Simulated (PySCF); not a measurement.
# Gallium monofluoride (GaF): electronic excitations at several levels of theory, part 2 of 2

PySCF 2.14.0. Atoms count from 0.

## 10. Excited states and response: wB97X-D/def2-SVPD

The job: settings as JSON, then the geometry in Å.

```
{"job": {"kind": "uv", "xc": "wB97X-D", "basis": "def2-SVPD", "ip": true}, "charge": 0, "multiplicity": 1}
F      0.892055    -0.004567    -0.007129
Ga    -0.886545     0.007107    -0.021161
```

With the program's defaults for keys left out, this is: TDDFT wB97X-D/def2-SVPD, vertical, gas phase, core orbitals frozen in the response.

The log of the run:

```text
coarse grid: 12720 points
cycle   1  E = -2024.3721223856  dE = -6.076e-01  |g| = 7.183e-01  |ddm| = 1.118e+00
cycle   2  E = -2024.2333270212  dE =  1.388e-01  |g| = 1.214e+00  |ddm| = 1.152e+00
cycle   3  E = -2024.4676837063  dE = -2.344e-01  |g| = 6.086e-02  |ddm| = 6.307e-01
cycle   4  E = -2024.4680379718  dE = -3.543e-04  |g| = 3.587e-02  |ddm| = 6.681e-02
cycle   5  E = -2024.4682045981  dE = -1.666e-04  |g| = 2.280e-03  |ddm| = 2.941e-02
cycle   6  E = -2024.4682097928  dE = -5.195e-06  |g| = 9.926e-04  |ddm| = 1.371e-02
final grid: 24896 points
cycle   7  E = -2024.4683455622  dE = -1.614e-07  |g| = 1.773e-03  |ddm| = 4.374e-03
cycle   8  E = -2024.4683451578  dE =  4.044e-07  |g| = 2.478e-03  |ddm| = 2.406e-03
cycle   9  E = -2024.4683461083  dE = -9.506e-07  |g| = 6.062e-05  |ddm| = 1.271e-03
cycle  10  E = -2024.4683461127  dE = -4.339e-09  |g| = 2.465e-05  |ddm| = 5.431e-04
cycle  11  E = -2024.4683461128  dE = -1.205e-10  |g| = 6.953e-06  |ddm| = 7.370e-05
converged SCF energy = -2024.4683461128

Static polarisability (au): isotropic 32.415, principal 31.742 31.742 33.763

Singlet excitations
state   eV       nm        f      main configurations
  1   5.8149    213.2   0.27290   H->L 0.81, H->L+1 0.17
  2   5.8149    213.2   0.27290   H->L+1 0.81, H->L 0.17
  3   7.6207    162.7   0.40000   H->L+3 0.75, H->L+2 0.14
  4   7.7729    159.5   0.00000   H-1->L 0.27, H-2->L+1 0.27, H-1->L+1 0.22
  5   7.8588    157.8   0.00000   H-2->L 0.48, H-1->L+1 0.48
  6   7.8590    157.8   0.00000   H-2->L+1 0.48, H-1->L 0.48
  7   7.9132    156.7   0.00093   H->L+2 0.85, H->L+3 0.11
  8   8.9439    138.6   0.33353   H-2->L 0.23, H-1->L+1 0.23, H-2->L+1 0.18
  9   9.2263    134.4   0.00000   H->L+4 1.00
 10   9.2263    134.4   0.00000   H->L+5 1.00

Triplet excitations (Tamm-Dancoff, eV): 4.3059 4.3059 6.7425 7.5170
Vertical ionisation energy (delta-SCF) = 10.7533 eV
```

Run time: 3 s. Hardware: 1 thread, shared host.

This run: HOMO -9.77 eV, LUMO 0.18 eV; lowest singlet 5.81 eV.

## 11. Excited states and response: LC-wPBE/def2-SVPD

The job: settings as JSON, then the geometry in Å.

```
{"job": {"kind": "uv", "xc": "LC-wPBE", "basis": "def2-SVPD", "ip": true}, "charge": 0, "multiplicity": 1}
F      0.892055    -0.004567    -0.007129
Ga    -0.886545     0.007107    -0.021161
```

Level: TDDFT LC-wPBE/def2-SVPD, vertical, gas phase, core orbitals frozen in the response.

The log of the run:

```text
coarse grid: 12720 points
cycle   1  E = -2024.0204781186  dE = -6.297e-01  |g| = 7.483e-01  |ddm| = 1.145e+00
cycle   2  E = -2023.9304975557  dE =  8.998e-02  |g| = 1.122e+00  |ddm| = 1.117e+00
cycle   3  E = -2024.1202620292  dE = -1.898e-01  |g| = 5.931e-02  |ddm| = 5.695e-01
cycle   4  E = -2024.1207025799  dE = -4.406e-04  |g| = 3.442e-02  |ddm| = 6.809e-02
cycle   5  E = -2024.1208840620  dE = -1.815e-04  |g| = 3.129e-03  |ddm| = 3.079e-02
cycle   6  E = -2024.1208926813  dE = -8.619e-06  |g| = 1.281e-03  |ddm| = 1.385e-02
final grid: 24896 points
cycle   7  E = -2024.1207104387  dE = -5.567e-07  |g| = 1.096e-03  |ddm| = 3.668e-03
cycle   8  E = -2024.1207104307  dE =  8.010e-09  |g| = 1.402e-03  |ddm| = 1.719e-03
cycle   9  E = -2024.1207107309  dE = -3.002e-07  |g| = 9.587e-05  |ddm| = 7.385e-04
cycle  10  E = -2024.1207107539  dE = -2.299e-08  |g| = 2.474e-05  |ddm| = 6.554e-04
cycle  11  E = -2024.1207107540  dE = -1.010e-10  |g| = 6.036e-06  |ddm| = 3.458e-05
converged SCF energy = -2024.1207107540

Static polarisability (au): isotropic 32.761, principal 32.405 32.405 33.473

Singlet excitations
state   eV       nm        f      main configurations
  1   5.7733    214.8   0.28634   H->L 0.96
  2   5.7733    214.8   0.28634   H->L+1 0.96
  3   7.7698    159.6   0.46291   H->L+3 0.88
  4   8.1826    151.5   0.00288   H->L+2 0.97
  5   8.2467    150.3   0.00000   H-1->L 0.47, H-2->L+1 0.47
  6   8.3161    149.1   0.00000   H-2->L+1 0.28, H-1->L 0.28, H-2->L 0.20
  7   8.3162    149.1   0.00000   H-1->L+1 0.28, H-2->L 0.28, H-2->L+1 0.20
  8   9.3929    132.0   0.30577   H-2->L 0.42, H-1->L+1 0.42, H->L+3 0.09
  9   9.5188    130.3   0.00000   H->L+5 0.99
 10   9.5189    130.3   0.00000   H->L+4 0.99

Triplet excitations (Tamm-Dancoff, eV): 3.6648 3.6648 6.3253 7.7070
Vertical ionisation energy (delta-SCF) = 10.5211 eV
```

It took 3.9 s on 1 thread, shared host.

This run: HOMO -10.43 eV, LUMO 0.58 eV; lowest singlet 5.77 eV.

## 12. TDDFT and polarisability: PBE0/6-31G*

The job: settings as JSON, then the geometry in Å.

```
{"job": {"kind": "uv", "xc": "PBE0", "basis": "6-31G*"}, "charge": 0, "multiplicity": 1}
F      0.892055    -0.004567    -0.007129
Ga    -0.886545     0.007107    -0.021161
```

Method: TDDFT PBE0/6-31G*, vertical, gas phase, core orbitals frozen in the response.

The log of the run:

```text
coarse grid: 12720 points
cycle   1  E = -2024.0144670833  dE = -4.962e-01  |g| = 7.719e-01  |ddm| = 1.055e+00
cycle   2  E = -2023.1311411185  dE =  8.833e-01  |g| = 2.317e+00  |ddm| = 1.860e+00
cycle   3  E = -2024.1157481987  dE = -9.846e-01  |g| = 1.727e-01  |ddm| = 1.420e+00
cycle   4  E = -2024.1178384782  dE = -2.090e-03  |g| = 1.078e-01  |ddm| = 1.435e-01
cycle   5  E = -2024.1190684005  dE = -1.230e-03  |g| = 1.090e-02  |ddm| = 4.089e-02
cycle   6  E = -2024.1190980385  dE = -2.964e-05  |g| = 4.549e-04  |ddm| = 1.240e-02
cycle   7  E = -2024.1190981370  dE = -9.859e-08  |g| = 1.386e-04  |ddm| = 1.104e-03
final grid: 24896 points
cycle   8  E = -2024.1190128375  dE =  2.206e-09  |g| = 2.159e-04  |ddm| = 2.618e-04
cycle   9  E = -2024.1190128201  dE =  1.737e-08  |g| = 3.876e-04  |ddm| = 3.666e-04
cycle  10  E = -2024.1190128452  dE = -2.507e-08  |g| = 9.503e-06  |ddm| = 2.378e-04
cycle  11  E = -2024.1190128452  dE = -1.410e-11  |g| = 2.865e-06  |ddm| = 7.080e-06
converged SCF energy = -2024.1190128452

Static polarisability (au): isotropic 29.700, principal 29.552 29.552 29.996

Singlet excitations
state   eV       nm        f      main configurations
  1   5.6553    219.2   0.25310   H->L 0.95
  2   5.6553    219.2   0.25310   H->L+1 0.95
  3   7.1725    172.9   0.00000   H-1->L 0.49, H-2->L+1 0.49
  4   7.2777    170.4   0.00000   H-2->L+1 0.42, H-1->L 0.42
  5   7.2778    170.4   0.00000   H-1->L+1 0.42, H-2->L 0.42
  6   7.4595    166.2   0.24422   H->L+2 0.78, H-2->L 0.10, H-1->L+1 0.10
  7   8.7909    141.0   0.39291   H-2->L 0.36, H-1->L+1 0.36, H->L+2 0.20
  8   9.3549    132.5   0.00165   H-1->L+2 0.78, H-3->L+1 0.19
  9   9.3549    132.5   0.00165   H-2->L+2 0.78, H-3->L 0.19
 10   9.4549    131.1   0.02461   H->L+3 0.99

Triplet excitations (Tamm-Dancoff, eV): 3.8422 3.8422 6.3754 6.7704
```

It took 1.1 s on 1 thread, shared host.

This run: HOMO -7.72 eV, LUMO -1.30 eV; lowest singlet 5.66 eV.

## 13. Excited states and response: PBE0/def2-SVP

The job: settings as JSON, then the geometry in Å.

```
{"job": {"kind": "uv", "xc": "PBE0", "basis": "def2-SVP"}, "charge": 0, "multiplicity": 1}
F      0.892055    -0.004567    -0.007129
Ga    -0.886545     0.007107    -0.021161
```

Level: TDDFT PBE0/def2-SVP, vertical, gas phase, core orbitals frozen in the response.

The log of the run:

```text
coarse grid: 12720 points
cycle   1  E = -2023.9698614669  dE = -5.216e-01  |g| = 7.543e-01  |ddm| = 1.071e+00
cycle   2  E = -2023.1921399138  dE =  7.777e-01  |g| = 2.189e+00  |ddm| = 1.748e+00
cycle   3  E = -2024.0695136378  dE = -8.774e-01  |g| = 1.522e-01  |ddm| = 1.301e+00
cycle   4  E = -2024.0713234412  dE = -1.810e-03  |g| = 9.643e-02  |ddm| = 1.410e-01
cycle   5  E = -2024.0724006532  dE = -1.077e-03  |g| = 8.986e-03  |ddm| = 4.675e-02
cycle   6  E = -2024.0724214353  dE = -2.078e-05  |g| = 4.711e-04  |ddm| = 1.035e-02
cycle   7  E = -2024.0724215330  dE = -9.772e-08  |g| = 1.357e-04  |ddm| = 9.990e-04
final grid: 24896 points
cycle   8  E = -2024.0723233036  dE =  1.688e-09  |g| = 1.956e-04  |ddm| = 2.473e-04
cycle   9  E = -2024.0723232899  dE =  1.369e-08  |g| = 3.457e-04  |ddm| = 3.257e-04
cycle  10  E = -2024.0723233100  dE = -2.006e-08  |g| = 1.026e-05  |ddm| = 2.062e-04
cycle  11  E = -2024.0723233100  dE = -1.228e-11  |g| = 3.281e-06  |ddm| = 8.471e-06
converged SCF energy = -2024.0723233100

Static polarisability (au): isotropic 29.596, principal 29.546 29.620 29.620

Singlet excitations
state   eV       nm        f      main configurations
  1   5.6892    217.9   0.26143   H->L+1 0.97
  2   5.6892    217.9   0.26144   H->L 0.97
  3   7.2852    170.2   0.00000   H-1->L 0.50, H-2->L+1 0.50
  4   7.3871    167.8   0.00000   H-2->L+1 0.34, H-1->L 0.34, H-2->L 0.16
  5   7.3871    167.8   0.00000   H-1->L+1 0.34, H-2->L 0.34, H-2->L+1 0.16
  6   7.7288    160.4   0.18792   H->L+2 0.65, H-2->L 0.17, H-1->L+1 0.17
  7   9.1457    135.6   0.57754   H->L+2 0.34, H-2->L 0.30, H-1->L+1 0.30
  8   9.5566    129.7   0.05145   H-3->L+1 0.54, H-1->L+2 0.43
  9   9.5566    129.7   0.05145   H-3->L 0.54, H-2->L+2 0.43
 10   9.8609    125.7   0.24081   H-2->L+2 0.37, H-3->L 0.29, H-1->L+2 0.19

Triplet excitations (Tamm-Dancoff, eV): 3.8169 3.8169 6.4731 6.8906
```

Run time: 1.1 s. Hardware: 1 thread, shared host.

This run: HOMO -7.70 eV, LUMO -1.28 eV; lowest singlet 5.69 eV.

## 14. Excited states and response: PBE0/def2-TZVP

The job: settings as JSON, then the geometry in Å.

```
{"job": {"kind": "uv", "xc": "PBE0", "basis": "def2-TZVP"}, "charge": 0, "multiplicity": 1}
F      0.892055    -0.004567    -0.007129
Ga    -0.886545     0.007107    -0.021161
```

Method: TDDFT PBE0/def2-TZVP, vertical, gas phase, core orbitals frozen in the response.

The log of the run:

```text
coarse grid: 12720 points
cycle   1  E = -2024.3323423861  dE = -4.934e-01  |g| = 9.122e-01  |ddm| = 1.025e+00
cycle   2  E = -2023.6336948029  dE =  6.986e-01  |g| = 2.246e+00  |ddm| = 1.376e+00
cycle   3  E = -2024.4371363447  dE = -8.034e-01  |g| = 2.909e-01  |ddm| = 1.026e+00
cycle   4  E = -2024.4458038850  dE = -8.668e-03  |g| = 9.211e-02  |ddm| = 1.644e-01
cycle   5  E = -2024.4466176557  dE = -8.138e-04  |g| = 1.408e-02  |ddm| = 3.885e-02
cycle   6  E = -2024.4466589854  dE = -4.133e-05  |g| = 7.068e-04  |ddm| = 1.057e-02
cycle   7  E = -2024.4466591171  dE = -1.317e-07  |g| = 1.756e-04  |ddm| = 1.088e-03
final grid: 24896 points
cycle   8  E = -2024.4466461308  dE = -3.296e-08  |g| = 1.791e-04  |ddm| = 2.896e-04
cycle   9  E = -2024.4466461215  dE =  9.312e-09  |g| = 3.127e-04  |ddm| = 1.981e-04
cycle  10  E = -2024.4466461353  dE = -1.386e-08  |g| = 1.501e-05  |ddm| = 1.297e-04
cycle  11  E = -2024.4466461353  dE = -3.365e-11  |g| = 6.146e-06  |ddm| = 1.332e-05
converged SCF energy = -2024.4466461353

Static polarisability (au): isotropic 31.584, principal 31.122 31.122 32.506

Singlet excitations
state   eV       nm        f      main configurations
  1   5.6677    218.8   0.26060   H->L 0.97
  2   5.6677    218.8   0.26060   H->L+1 0.97
  3   7.4924    165.5   0.00000   H-1->L 0.50, H-2->L+1 0.50
  4   7.5657    163.9   0.00000   H-1->L+1 0.37, H-2->L 0.37, H-2->L+1 0.12
  5   7.5658    163.9   0.00000   H-2->L+1 0.37, H-1->L 0.37, H-1->L+1 0.12
  6   7.6000    163.1   0.27860   H->L+2 0.75, H-2->L 0.12, H-1->L+1 0.12
  7   8.8367    140.3   0.47355   H-2->L 0.36, H-1->L+1 0.36, H->L+2 0.24
  8   9.6050    129.1   0.02475   H-1->L+2 0.53, H-3->L+1 0.45
  9   9.6050    129.1   0.02475   H-2->L+2 0.53, H-3->L 0.45
 10   9.8821    125.5   0.25911   H-3->L+1 0.51, H-1->L+2 0.46

Triplet excitations (Tamm-Dancoff, eV): 3.8035 3.8035 6.2819 7.1352
```

It took 2 s on 1 thread, shared host.

This run: HOMO -7.78 eV, LUMO -1.36 eV; lowest singlet 5.67 eV.

## 15. Comparing the runs: electronic excitations

Excitations and ground-state properties, with basis size and wall time:

```tsv
run	lowest singlet (eV)	brightest (eV)	f	gap (eV)	α (Å³)	μ (D)	functions	time
HF/def2-SVPD	5.83	7.68	0.541	11.15	5.13	2.31	61	0.7 s
LDA/def2-SVPD	5.67	8.18	0.649	4.71	4.78	2.27	61	3.5 s
PBE/def2-SVPD	5.59	8.06	0.649	4.67	4.93	2.21	61	4.5 s
B3LYP/def2-SVPD	5.78	8.53	0.447	6.09	4.80	2.38	61	3.5 s
PBE0/def2-SVPD	5.76	8.73	0.383	6.44	4.89	2.30	61	3.2 s
BHandHLYP/def2-SVPD	5.91	7.76	0.517	8.11	4.81	2.45	61	2.5 s
CAM-B3LYP/def2-SVPD	5.84	7.68	0.414	8.73	4.77	2.40	61	4.2 s
wB97X-D/def2-SVPD	5.81	7.62	0.400	9.95	4.80	2.35	61	3 s
LC-wPBE/def2-SVPD	5.77	7.77	0.463	11.01	4.85	2.23	61	3.9 s
PBE0/6-31G*	5.66	8.79	0.393	6.42	4.40	1.78	46	1.1 s
PBE0/def2-SVP	5.69	9.15	0.578	6.42	4.39	1.88	46	1.1 s
PBE0/def2-TZVP	5.67	8.84	0.474	6.42	4.68	2.17	79	2 s
```

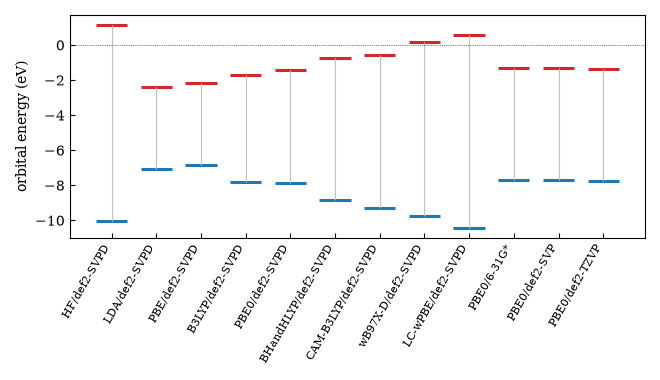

HOMO (blue) and LUMO (red) run by run.

Measured dipole: 2.45 D (gas; NIST CCCBDB Release 22 (SRD 101), experimental dipoles).

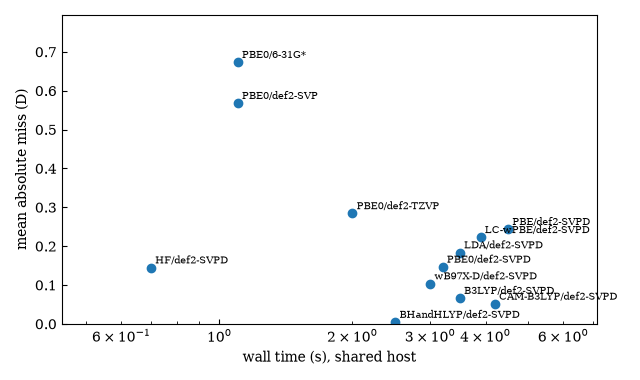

Cost against miss for the measured dipole.

## 16. Outcome

This closing draws on all 2 parts.

| quantity | value |
| --- | --- |
| point group | C∞v |
| rotational constants (main isotopes) | 10.73, 10.73 GHz |
| lowest singlet (HF/def2-SVPD) | 5.83 eV (213 nm), f = 0.404 |
| brightest single state of those computed | state 3, 7.68 eV, f = 0.541 |
| lowest triplet | 3.05 eV |
| vertical ionisation energy (ΔSCF) | 9.42 eV |
| range of the lowest singlet | 5.59 to 5.91 eV |

What this shows: Single values in the summary come from the first run of each kind that ended normally (HF/def2-SVPD), which need not be the best level. Over 2 steps the energy fell by 0.004 eV; of the close pairs, F0–Ga1 changed most, 1.799 to 1.779 Å. The lowest computed singlet (5.83 eV, vertical) stands against 5.87 eV for the lowest singlet in the measured list, an adiabatic value that should lie below a vertical one; the two are paired by order alone, not by symmetry. The lowest computed triplet (3.05 eV) lies 1.05 eV from the lowest measured one (4.10 eV): they may be different states (doubly excited ones can't be computed here), or differ by the method's error or as vertical against adiabatic energies. The first singlet state (HOMO→LUMO 0.98) lies at 5.83 eV and is bright; of the 10 states computed, the strongest absorption comes from states 1 to 2 together at 5.83 eV. The lowest triplet lies 2.78 eV below the lowest singlet (triplets in Tamm-Dancoff, singlets in full TDDFT). At HF/def2-SVPD, the highest states lie near or above the ionisation energy, where they hang on the basis. The dipole moment, 2.31 D, compares with 2.45 D measured. The lowest singlet runs from 5.59 eV (PBE/def2-SVPD) to 5.91 eV (BHandHLYP/def2-SVPD), while the orbital gap spans 4.67 to 11.15 eV. The lowest state need not be the same one in every run. The runs solved for a few states only, so the brightest column depends on that window. For the measured dipole, BHandHLYP/def2-SVPD misses least (0.00 D, 2.5 s) and PBE0/6-31G* most (0.67 D, 1.1 s); the quickest, HF/def2-SVPD, misses by 0.14 D in 0.7 s. One molecule ranks no method: errors cancel, and vibration and temperature are missing from all runs.
